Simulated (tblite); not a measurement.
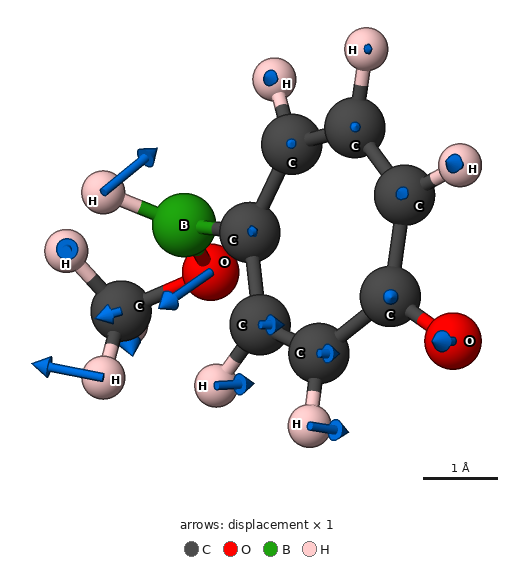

A relaxation of C8H9BO2. The starting structure is drawn; blue arrows show the displacements, at their true length. The two geometries are superimposed by the best rigid fit.

Style: ball-and-stick. Shown from a free direction.

These are results of GFN2-xTB geometry optimisation, gas phase in tblite 0.8.0, not measurements. 

> Describe the change and its energy.

The atom that moves furthest after the best rigid fit is an H atom (1.15 Å). Largest moves by element: H 1.15 Å, O 1.11 Å, C 0.40 Å, B 0.04 Å. Among the contacts that change: B–O 1.445 → 1.327 Å, C–C 1.383 → 1.459 Å, C–C 1.391 → 1.433 Å, C–C 1.389 → 1.352 Å. Bond angles that change, for instance: C–O–B 105.1° → 125.3°, C–C–C 130.2° → 120.8°, O–C–H 102.9° → 111.8°. Groups turn about B–C by about 70°, C–O by about 40°, B–O by about 35°. Over 117 geometry steps the energy falls by 1.496 eV. The run took 0.75 s on 2 threads of Intel(R) Xeon(R) 6975P-C, with other jobs on the host.
